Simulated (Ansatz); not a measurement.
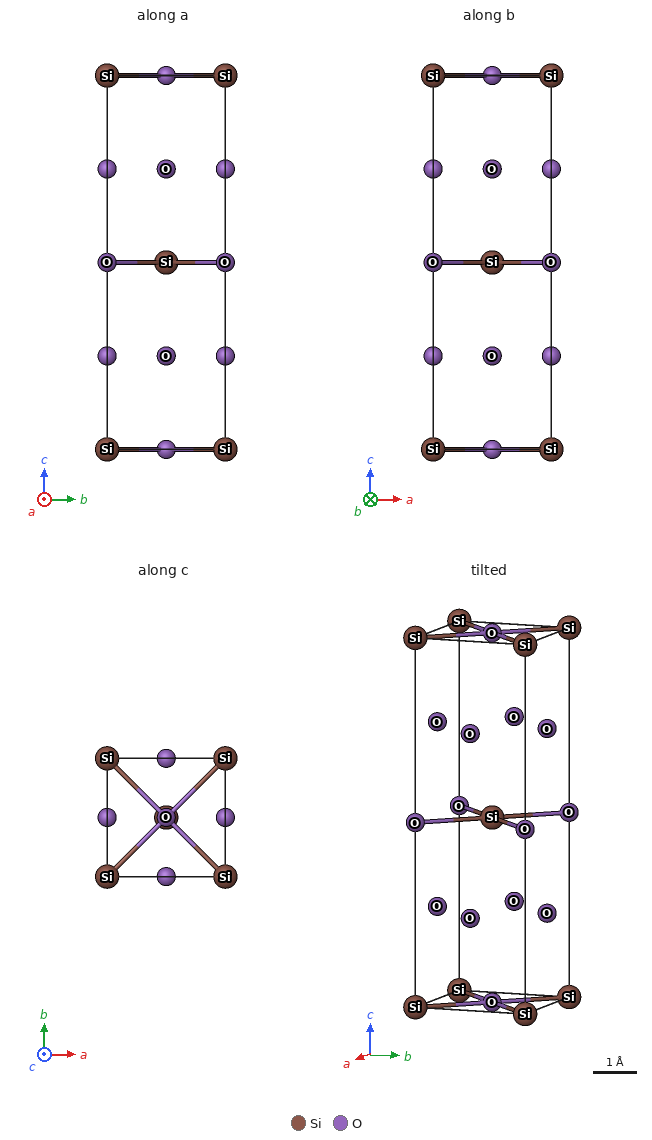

Ball-and-stick representation of a periodic structure, projected along the a axis, along the b axis, along the c axis and slightly off an axis. The conventional unit cell is drawn as a box.

Lattice parameters: a = 2.791 Å, b = 2.791 Å, c = 8.824 Å, α = 90.00°, β = 90.00°, γ = 90.00°. Put a along x and b in the xy plane.

Q: From the views, write a POSCAR file.

A:
```
Si O
1.0
     2.791    0.000    0.000
     0.000    2.791    0.000
     0.000    0.000    8.824
Si O
2 6
Direct
  0.0000 0.0000 0.0000
  0.5000 0.5000 0.5000
  0.5000 0.5000 0.0000
  0.5000 0.0000 0.2500
  0.0000 0.5000 0.2500
  0.0000 0.0000 0.5000
  0.0000 0.5000 0.7500
  0.5000 0.0000 0.7500
```

The initial geometry was a textbook structure type filled with these elements (whether it is the usual form wasn't checked). What is shown is the relaxed result from DFT PBE, scalar-relativistic, plane waves, PAW (Ansatz 0.2.0).
